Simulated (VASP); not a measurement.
# MnS (Rambergite): structure and properties in VASP, part 6 of 7

What structure does MnS (Rambergite) take at this level, and what are its properties? The start is a cell from a database of measured crystal structures.

VASP 6.6.1, plane waves and PAW; the level of theory is named at each step.

Still holding for the runs below: The magnetic order is the lowest of the few collinear ones that converged above; longer or canted patterns were not tried. The cell is doubled for it, so bands and modes from the zone boundary of the chemical cell fold onto Γ and the labels are those of the larger cell.

So far. Step 10 (Density, ELF and potential (r2SCAN)): In this run the pressure is -0.01 GPa, small enough to go on. Step 11 (Band structure (r2SCAN)): The path finds the gap of the mesh within 0.02 eV, so the mesh comes close to both band edges. The relaxed cell has a, b, c = 3.932, 6.736, 6.423 Å (conventional setting).

The database entry behind the starting cell differs from later determinations by our own check (about 0.3 % short against later determinations), so it need not match the best structure at ambient conditions.

## Step 12: Density of states (r2SCAN)

Level of this step: r2SCAN, spin-polarised from an antiferromagnetic start; plane waves and PAW (Mn_pv, S) (VASP).

Here the states are counted by energy and projected on the atoms. The mesh is finer than in the run before.

INCAR reads:

```
SYSTEM = MnS
PREC = Accurate
ENCUT = 400
EDIFF = 1E-06
NELM = 100
ISMEAR = -5
SIGMA = 0.05
LREAL = .FALSE.
ALGO = Normal
METAGGA = R2SCAN
LASPH = .TRUE.
NBANDS = 63
ISPIN = 2
MAGMOM = 4.287 -4.287 4.287 -4.287 -0.002 0.002 -0.002 0.002
LMAXMIX = 4
LORBIT = 11
LWAVE = .FALSE.
LCHARG = .FALSE.
KPAR = 8
NEDOS = 2001
```

POSCAR reads:

```
MnS
1.0
    7.7992791192      0.0373804432      0.0000000000
    1.9660059865      3.4052222566      0.0000000000
    0.0000000000      0.0000000000      6.4234213796
Mn S
4 4
Direct
    0.8323392512      0.6676607488      0.0056383006
    0.3323392512      0.6676607488      0.0056383006
    0.1676607488      0.3323392512      0.5056383006
    0.6676607488      0.3323392512      0.5056383006
    0.8334347064      0.6665652936      0.3793616994
    0.3334347064      0.6665652936      0.3793616994
    0.1665652936      0.3334347064      0.8793616994
    0.6665652936      0.3334347064      0.8793616994
```

KPOINTS reads:

```
Automatic mesh
0
Gamma
8 8 5
0 0 0
```

The projector-augmented-wave data sets are Mn_pv and S (PBE family, release 64).

Started as:

```
> mpirun -np 8 vasp_std
```

The log of the run:

```text
[... set-up lines as in an earlier step ...]
 entering main loop
       N       E                     dE             d eps       ncg     rms          rms(c)
DAV:   1     0.718029786928E+03    0.71803E+03   -0.35482E+04 21300   0.107E+03
DAV:   2    -0.484623083825E+02   -0.76649E+03   -0.71845E+03 19216   0.346E+02
DAV:   3    -0.116557269020E+03   -0.68095E+02   -0.66525E+02 22047   0.115E+02
DAV:   4    -0.118571128164E+03   -0.20139E+01   -0.20041E+01 21689   0.193E+01
DAV:   5    -0.118606382559E+03   -0.35254E-01   -0.35244E-01 21595   0.293E+00    0.218E+01
DAV:   6    -0.996804249297E+02    0.18926E+02   -0.41221E+01 20093   0.478E+01    0.276E+01
DAV:   7    -0.100367214575E+03   -0.68679E+00   -0.50740E+00 20279   0.133E+01    0.159E+01
DAV:   8    -0.100260194265E+03    0.10702E+00   -0.50234E-01 21930   0.665E+00    0.955E+00
DAV:   9    -0.100284246631E+03   -0.24052E-01   -0.36100E-01 20644   0.363E+00    0.201E+00
DAV:  10    -0.100273232175E+03    0.11014E-01   -0.80177E-02 21456   0.238E+00    0.485E-01
DAV:  11    -0.100275669097E+03   -0.24369E-02   -0.59566E-03 21089   0.332E-01    0.242E-01
DAV:  12    -0.100276441500E+03   -0.77240E-03   -0.81431E-04 21883   0.181E-01    0.159E-01
DAV:  13    -0.100276719160E+03   -0.27766E-03   -0.30081E-04 20964   0.805E-02    0.117E-01
DAV:  14    -0.100276729154E+03   -0.99932E-05   -0.21500E-05 20979   0.227E-02    0.616E-02
DAV:  15    -0.100276797497E+03   -0.68343E-04   -0.23636E-05 20370   0.268E-02    0.164E-02
DAV:  16    -0.100276791818E+03    0.56785E-05   -0.18390E-06 17582   0.721E-03    0.266E-03
DAV:  17    -0.100276782755E+03    0.90634E-05   -0.14540E-07 11719   0.271E-03    0.136E-03
DAV:  18    -0.100276782234E+03    0.52099E-06   -0.69563E-08 11256   0.123E-03
   1 F= -.10027678E+03 E0= -.10027678E+03  d E =0.000000E+00  mag=    -0.0000
```

Run time: 7.5 min. Hardware: 8 MPI ranks of AMD EPYC 9R45, shared host; peak memory 6.3 GiB.

OUTCAR, selected parts (step 12):

```text
   k-points           NKPTS =     75   k-points in BZ     NKDIM =     75   number of bands    NBANDS=     63

   NELECT =      76.0000    total number of electrons

 E-fermi :   3.5579

 spin component 1
 k-point     1 :       0.0000    0.0000    0.0000
  band No.  band energies     occupation
    ...
     34       2.9191      1.00000
     35       3.1869      1.00000
     36       3.1994      1.00000
     37       3.4559      1.00000
     38       3.4854      1.00000
     39       5.9479      0.00000
     40       6.4339      0.00000
     41       6.4685      0.00000
     42       6.6774      0.00000
     43       6.7298      0.00000
    ...

 k-point     2 :       0.1250   -0.0000    0.0000
  band No.  band energies     occupation
    ...
     34       2.8409      1.00000
     35       3.1688      1.00000
     36       3.2280      1.00000
     37       3.4208      1.00000
     38       3.5066      1.00000
     39       5.9814      0.00000
     40       6.4653      0.00000
     41       6.4659      0.00000
     42       6.6699      0.00000
     43       6.7620      0.00000
    ...

  Total       -0.0119830      0.0151103     -0.0294413      0.0234634      0.0000000      0.0000000
  in kB       -0.1128529      0.1423049     -0.2772714      0.2209731      0.0000000      0.0000000
  external PRESSURE =      -0.0826065 kB  Pullay stress =       0.0000000 kB

 POSITION                                       TOTAL-FORCE (eV/Angst)
 -----------------------------------------------------------------------------------
      7.80427      2.30465      0.03622        -0.005211      0.003009      0.007284
      3.90463      2.28596      0.03622        -0.005211      0.003009      0.007284
      1.96101      1.13796      3.24793         0.005211     -0.003009      0.007284
      5.86065      1.15665      3.24793         0.005211     -0.003009      0.007284
      7.81066      2.30096      2.43680         0.002502     -0.001445     -0.007284
      3.91102      2.28227      2.43680         0.002502     -0.001445     -0.007284
      1.95462      1.14165      5.64851        -0.002502      0.001445     -0.007284
      5.85426      1.16034      5.64851        -0.002502      0.001445     -0.007284
 -----------------------------------------------------------------------------------
    total drift:                               -0.000000     -0.000001      0.090108

  FREE ENERGIE OF THE ION-ELECTRON SYSTEM (eV)
  ---------------------------------------------------
  free  energy   TOTEN  =      -100.2767822339 eV

  energy  without entropy=     -100.2767822339  energy(sigma->0) =     -100.27678223

[... 8 parts as in an earlier step ...]

[... 9 further parts left out ...]
```

This step gave:

| Quantity | Value |
| --- | --- |
| irreducible k-points | 75 |
| free energy (TOTEN) | -100.2768 eV |
| Fermi energy | 3.558 eV |
| pressure | -0.008261 GPa |
| conduction bottom at k | 0, 0, 0 |
| least direct gap at k | 0, 0, 0 |
| least direct gap on the k-mesh | 2.462 eV |

The density of states has structure finer than the step of the table below, so its rows give means over 1 eV, whole bins alone (the curve runs from -12.0 to 3.25 eV). Peaks (eV: height): total -4.4: 17.6, -3.8: 22.2, -3.3: 18.0, -2.2: 22.7; Mn d -3.8: 9.91, -3.3: 6.83, -2.2: 18.5, 2.9: 11.0; S p -4.4: 5.07, -3.8: 5.43, -3.3: 5.01, -2.8: 3.66; Mn s -4.5: 1.28, -2.2: 0.240, 2.8: 0.188; Mn p -3.8: 0.374, -3.3: 0.380, -2.8: 0.313, -0.5: 0.419.

States under -12.0 eV and over 3.2 eV are left out; both spin channels agree and are summed. Density of states against energy, zero at the valence-band top; means over each step; values in states/eV/cell:

```csv
energy (eV),total,Mn d,S p,Mn s,Mn p,S s
-6,0,0,0,0,0,0
-5,2.23,0.281,0.661,0.203,0.0318,0.00814
-4,13.0,4.26,3.48,0.443,0.218,0.0315
-3,8.80,2.97,2.64,0.127,0.204,0.0188
-2,8.44,6.14,0.806,0.0726,0.0943,0.0157
-1,7.52,3.96,1.44,0.0767,0.201,0.0460
0,4.05,1.90,0.982,0.0192,0.125,0.0178
1,0,0,0,0,0,0
2,0.486,0.330,0.00433,0.00547,0.00521,9.6e-4
```

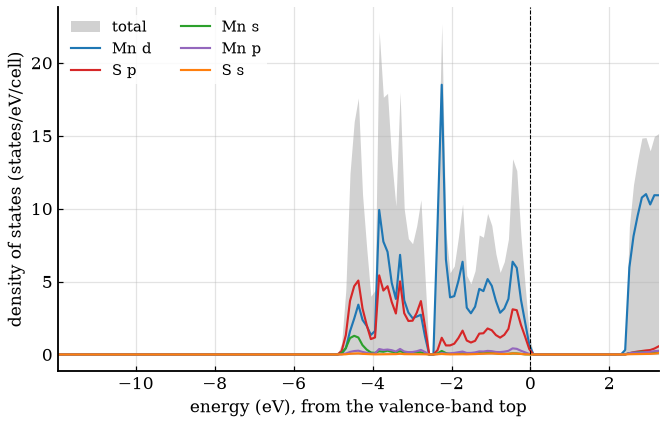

Density of states, plotted against energy.

The gap on this mesh is 2.42 eV. In the top eV of the valence band the largest shares in the PAW spheres are Mn d 49 % and S p 22 %; in the lowest eV of the conduction band, Mn d 72 %. The rest lies in smaller channels or between the spheres.

## Step 13: Electric field gradients (r2SCAN)

Field gradients probe how far the charge around each nucleus departs from cubic symmetry; LASPH keeps the non-spherical terms inside the spheres.

INCAR: that of step 12 with these lines changed.

```diff
@@ -3,5 +3,5 @@
 ENCUT = 400
-EDIFF = 1E-06
+EDIFF = 1E-07
 NELM = 100
-ISMEAR = -5
+ISMEAR = 0
 SIGMA = 0.05
@@ -11,3 +11,3 @@
 LASPH = .TRUE.
-NBANDS = 63
+NBANDS = 51
 ISPIN = 2
@@ -19,2 +19,2 @@
 KPAR = 8
-NEDOS = 2001
+LEFG = .TRUE.
```

POSCAR is that of step 12.

KPOINTS reads:

```
Automatic mesh
0
Gamma
6 6 3
0 0 0
```

Started as:

```
> mpirun -np 8 vasp_std
```

The log of the run:

```text
[... set-up lines as in an earlier step ...]
 entering main loop
       N       E                     dE             d eps       ncg     rms          rms(c)
DAV:   1     0.711835396306E+03    0.71184E+03   -0.37000E+04  7584   0.132E+03
DAV:   2    -0.394470266958E+02   -0.75128E+03   -0.71872E+03  6693   0.407E+02
DAV:   3    -0.115427210058E+03   -0.75980E+02   -0.74134E+02  8252   0.131E+02
DAV:   4    -0.118542409492E+03   -0.31152E+01   -0.31004E+01  7957   0.247E+01
DAV:   5    -0.118605428871E+03   -0.63019E-01   -0.62978E-01  7914   0.429E+00    0.219E+01
DAV:   6    -0.996547461431E+02    0.18951E+02   -0.62858E+01  8207   0.590E+01    0.270E+01
DAV:   7    -0.100372687549E+03   -0.71794E+00   -0.51986E+00  7213   0.160E+01    0.157E+01
DAV:   8    -0.100259405472E+03    0.11328E+00   -0.81746E-01  8213   0.837E+00    0.921E+00
DAV:   9    -0.100282723100E+03   -0.23318E-01   -0.39954E-01  7627   0.421E+00    0.207E+00
DAV:  10    -0.100272848015E+03    0.98751E-02   -0.94972E-02  7687   0.285E+00    0.508E-01
DAV:  11    -0.100275615494E+03   -0.27675E-02   -0.96551E-03  7881   0.474E-01    0.243E-01
DAV:  12    -0.100276007514E+03   -0.39202E-03   -0.12372E-03  7915   0.275E-01    0.135E-01
DAV:  13    -0.100276420381E+03   -0.41287E-03   -0.45979E-04  6909   0.122E-01    0.111E-01
DAV:  14    -0.100276412950E+03    0.74308E-05   -0.17196E-05  6986   0.227E-02    0.730E-02
DAV:  15    -0.100276414480E+03   -0.15302E-05   -0.51750E-05  7630   0.433E-02    0.183E-02
DAV:  16    -0.100276423354E+03   -0.88741E-05   -0.43397E-06  6927   0.143E-02    0.416E-03
DAV:  17    -0.100276417776E+03    0.55786E-05   -0.29001E-07  6676   0.371E-03    0.148E-03
DAV:  18    -0.100276415551E+03    0.22246E-05   -0.77719E-08  4091   0.151E-03    0.633E-04
DAV:  19    -0.100276413347E+03    0.22042E-05   -0.27868E-08  3759   0.770E-04    0.261E-04
DAV:  20    -0.100276413628E+03   -0.28055E-06   -0.32695E-09  3699   0.311E-04    0.268E-04
DAV:  21    -0.100276413557E+03    0.70841E-07   -0.57195E-10  3696   0.140E-04
ion   1
     0.0000000     0.1856206     0.0453694     0.0506646    -0.0785821    -0.1071681
     0.0000442     0.1856206     0.0453694     0.0506646    -0.0785821    -0.1071681
     0.0000608     0.1856206     0.0453694     0.0506646    -0.0785821    -0.1071681
     0.0000838     0.1856206     0.0453694     0.0506646    -0.0785821    -0.1071681
     0.0001154     0.1856206     0.0453694     0.0506646    -0.0785820    -0.1071681

     0.0000000     0.9067140     0.5516987     0.4497436    -0.9555702    -0.5234915
     0.0000442     0.9067185     0.5516896     0.4497414    -0.9555545    -0.5234941
     0.0000608     0.9067219     0.5516842     0.4497402    -0.9555451    -0.5234961
     0.0000838     0.9067279     0.5516753     0.4497382    -0.9555297    -0.5234996
     0.0001154     0.9067385     0.5516607     0.4497351    -0.9555043    -0.5235057

ion   2
     0.0000000     0.1856206     0.0453694     0.0506646    -0.0785821    -0.1071681
     0.0000442     0.1856206     0.0453694     0.0506646    -0.0785821    -0.1071681
     0.0000608     0.1856206     0.0453694     0.0506646    -0.0785821    -0.1071681
     0.0000838     0.1856206     0.0453694     0.0506646    -0.0785821    -0.1071681
     0.0001154     0.1856206     0.0453694     0.0506646    -0.0785820    -0.1071681

     0.0000000     0.9067140     0.5516987     0.4497436    -0.9555702    -0.5234915
     0.0000442     0.9067185     0.5516896     0.4497414    -0.9555545    -0.5234941
     0.0000608     0.9067219     0.5516842     0.4497402    -0.9555451    -0.5234961
     0.0000838     0.9067279     0.5516753     0.4497382    -0.9555297    -0.5234996
     0.0001154     0.9067385     0.5516607     0.4497351    -0.9555043    -0.5235057

ion   3
     0.0000000     0.1856206    -0.0453694     0.0506646     0.0785821    -0.1071681
     0.0000442     0.1856206    -0.0453694     0.0506646     0.0785821    -0.1071681
     0.0000608     0.1856206    -0.0453694     0.0506646     0.0785821    -0.1071681
     0.0000838     0.1856206    -0.0453694     0.0506646     0.0785821    -0.1071681
     0.0001154     0.1856206    -0.0453694     0.0506646     0.0785820    -0.1071681

     0.0000000     0.9067140    -0.5516987     0.4497436     0.9555702    -0.5234915
     0.0000442     0.9067185    -0.5516896     0.4497414     0.9555545    -0.5234941
     0.0000608     0.9067219    -0.5516842     0.4497402     0.9555451    -0.5234961
     0.0000838     0.9067279    -0.5516753     0.4497382     0.9555297    -0.5234996
     0.0001154     0.9067385    -0.5516607     0.4497351     0.9555043    -0.5235057

ion   4
     0.0000000     0.1856206    -0.0453694     0.0506646     0.0785821    -0.1071681
     0.0000442     0.1856206    -0.0453694     0.0506646     0.0785821    -0.1071681
     0.0000608     0.1856206    -0.0453694     0.0506646     0.0785821    -0.1071681
     0.0000838     0.1856206    -0.0453694     0.0506646     0.0785821    -0.1071681
     0.0001154     0.1856206    -0.0453694     0.0506646     0.0785820    -0.1071681

     0.0000000     0.9067140    -0.5516987     0.4497436     0.9555702    -0.5234915
     0.0000442     0.9067185    -0.5516896     0.4497414     0.9555545    -0.5234941
     0.0000608     0.9067219    -0.5516842     0.4497402     0.9555451    -0.5234961
     0.0000838     0.9067279    -0.5516753     0.4497382     0.9555297    -0.5234996
     0.0001154     0.9067385    -0.5516607     0.4497351     0.9555043    -0.5235057

ion   5
     0.0000000     0.0471499    -0.0281365    -0.0565147     0.0487338    -0.0272220
     0.0000369     0.0471499    -0.0281365    -0.0565147     0.0487338    -0.0272220
     0.0000508     0.0471499    -0.0281365    -0.0565147     0.0487338    -0.0272220
     0.0000700     0.0471499    -0.0281365    -0.0565147     0.0487338    -0.0272220
     0.0000964     0.0471499    -0.0281365    -0.0565147     0.0487338    -0.0272220

     0.0000000     0.5444219    -0.2598360    -1.0683048     0.4500492    -0.3143221
     0.0000369     0.5444204    -0.2598353    -1.0683017     0.4500480    -0.3143212
     0.0000508     0.5444195    -0.2598349    -1.0682999     0.4500473    -0.3143207
     0.0000700     0.5444179    -0.2598342    -1.0682967     0.4500460    -0.3143198
     0.0000964     0.5444154    -0.2598331    -1.0682916     0.4500441    -0.3143184

ion   6
     0.0000000     0.0471499    -0.0281365    -0.0565147     0.0487338    -0.0272220
     0.0000369     0.0471499    -0.0281365    -0.0565147     0.0487338    -0.0272220
     0.0000508     0.0471499    -0.0281365    -0.0565147     0.0487338    -0.0272220
     0.0000700     0.0471499    -0.0281365    -0.0565147     0.0487338    -0.0272220
     0.0000964     0.0471499    -0.0281365    -0.0565147     0.0487338    -0.0272220

     0.0000000     0.5444219    -0.2598360    -1.0683048     0.4500492    -0.3143221
     0.0000369     0.5444204    -0.2598353    -1.0683017     0.4500480    -0.3143212
     0.0000508     0.5444195    -0.2598349    -1.0682999     0.4500473    -0.3143207
     0.0000700     0.5444179    -0.2598342    -1.0682967     0.4500460    -0.3143198
     0.0000964     0.5444154    -0.2598331    -1.0682916     0.4500441    -0.3143184

ion   7
     0.0000000     0.0471499     0.0281365    -0.0565147    -0.0487338    -0.0272220
     0.0000369     0.0471499     0.0281365    -0.0565147    -0.0487338    -0.0272220
     0.0000508     0.0471499     0.0281365    -0.0565147    -0.0487338    -0.0272220
     0.0000700     0.0471499     0.0281365    -0.0565147    -0.0487338    -0.0272220
     0.0000964     0.0471499     0.0281365    -0.0565147    -0.0487338    -0.0272220

     0.0000000     0.5444219     0.2598360    -1.0683048    -0.4500492    -0.3143221
     0.0000369     0.5444204     0.2598353    -1.0683017    -0.4500480    -0.3143212
     0.0000508     0.5444195     0.2598349    -1.0682999    -0.4500473    -0.3143207
     0.0000700     0.5444179     0.2598342    -1.0682967    -0.4500460    -0.3143198
     0.0000964     0.5444154     0.2598331    -1.0682916    -0.4500441    -0.3143184

ion   8
     0.0000000     0.0471499     0.0281365    -0.0565147    -0.0487338    -0.0272220
     0.0000369     0.0471499     0.0281365    -0.0565147    -0.0487338    -0.0272220
     0.0000508     0.0471499     0.0281365    -0.0565147    -0.0487338    -0.0272220
     0.0000700     0.0471499     0.0281365    -0.0565147    -0.0487338    -0.0272220
     0.0000964     0.0471499     0.0281365    -0.0565147    -0.0487338    -0.0272220

     0.0000000     0.5444219     0.2598360    -1.0683048    -0.4500492    -0.3143221
     0.0000369     0.5444204     0.2598353    -1.0683017    -0.4500480    -0.3143212
     0.0000508     0.5444195     0.2598349    -1.0682999    -0.4500473    -0.3143207
     0.0000700     0.5444179     0.2598342    -1.0682967    -0.4500460    -0.3143198
     0.0000964     0.5444154     0.2598331    -1.0682916    -0.4500441    -0.3143184

   1 F= -.10027641E+03 E0= -.10027641E+03  d E =-.865292E-16  mag=    -0.0000
```

Wall time 3 min (8 MPI ranks); peak memory 3.7 GiB; 22 min of CPU time.

OUTCAR, selected parts (step 13):

```text
   NELECT =      76.0000    total number of electrons

 E-fermi :   3.8021

  Total       -0.0105383      0.0157589     -0.0440546      0.0227741      0.0000000      0.0000000
  in kB       -0.0992471      0.1484138     -0.4148958      0.2144806      0.0000000      0.0000000
  external PRESSURE =      -0.1219097 kB  Pullay stress =       0.0000000 kB

 POSITION                                       TOTAL-FORCE (eV/Angst)
 -----------------------------------------------------------------------------------
      7.80427      2.30465      0.03622        -0.005233      0.003021      0.007165
      3.90463      2.28596      0.03622        -0.005233      0.003021      0.007165
      1.96101      1.13796      3.24793         0.005233     -0.003021      0.007165
      5.86065      1.15665      3.24793         0.005233     -0.003021      0.007165
      7.81066      2.30096      2.43680         0.001580     -0.000912     -0.007165
      3.91102      2.28227      2.43680         0.001580     -0.000912     -0.007165
      1.95462      1.14165      5.64851        -0.001580      0.000912     -0.007165
      5.85426      1.16034      5.64851        -0.001580      0.000912     -0.007165
 -----------------------------------------------------------------------------------
    total drift:                               -0.000000     -0.000001      0.090040

  FREE ENERGIE OF THE ION-ELECTRON SYSTEM (eV)
  ---------------------------------------------------
  free  energy   TOTEN  =      -100.2764135567 eV

  energy  without entropy=     -100.2764135567  energy(sigma->0) =     -100.27641356

 Electric field gradients after diagonalization (V/A^2)
 (convention: |V_zz| > |V_xx| > |V_yy|)
----------------------------------------------------------------------
 ion       V_xx      V_yy      V_zz     asymmetry (V_yy - V_xx)/ V_zz
----------------------------------------------------------------------
   1      -1.120    -0.857     1.977       0.133
   2      -1.120    -0.857     1.977       0.133
   3      -1.120    -0.857     1.977       0.133
   4      -1.120    -0.857     1.977       0.133
   5      -1.403    -0.208     1.611       0.742
   6      -1.403    -0.208     1.611       0.742
   7      -1.403    -0.208     1.611       0.742
   8      -1.403    -0.208     1.611       0.742
----------------------------------------------------------------------

 magnetization (x)
# of ion       s       p       d       tot
------------------------------------------
    1        0.028   0.046   4.213   4.287
    2       -0.028  -0.046  -4.213  -4.287
    3        0.028   0.046   4.213   4.287
    4       -0.028  -0.046  -4.213  -4.287
    5       -0.001  -0.002   0.000  -0.002
    6        0.001   0.002   0.000   0.002
    7       -0.001  -0.002   0.000  -0.002
    8        0.001   0.002   0.000   0.002
--------------------------------------------------
tot         -0.000   0.000  -0.000  -0.000

[... 18 parts as in an earlier step ...]

[... 1 further part left out ...]
```

Numbers from this step:

```
electronic cycles              : 21
bands                          : 51
irreducible k-points           : 32
free energy (TOTEN)            : -100.2764 eV
Fermi energy                   : 3.802 eV
pressure                       : -0.01219 GPa
least direct gap on the k-mesh : 2.463 eV
```

Electric field gradients, by row:

```csv
atom,Vxx (V/Å²),Vyy (V/Å²),Vzz (V/Å²),asymmetry
Mn1,-1.12,-0.857,1.977,0.133
Mn2,-1.12,-0.857,1.977,0.133
Mn3,-1.12,-0.857,1.977,0.133
Mn4,-1.12,-0.857,1.977,0.133
S5,-1.403,-0.208,1.611,0.742
S6,-1.403,-0.208,1.611,0.742
S7,-1.403,-0.208,1.611,0.742
S8,-1.403,-0.208,1.611,0.742
```

The largest gradient, 1.98 V/Å², sits on Mn1 and like sites; times the quadrupole moment of a nucleus that has one, it gives the coupling that NMR and NQR see.

[end of part 6 of 7]

[Lines on the potential files, build, host, timing and source positions are cut from VASP's logs without a mark.]

[Logs are printed without paths, hosts, clocks, repeated set-up lines and the standing remarks that a program may print on its own settings, such as how far it seeks lower states.]

[Hosts, paths, dates, database ids (printed as entryN), source tags and the programs' standing remarks are cut or masked in the printed files.]

[A measured line is paired with the nearest computed mode of its activity, which favours agreement.]

[In band tables of VASP the shares of atoms and orbitals are scaled to a sum of 1 inside the atoms' spheres.]
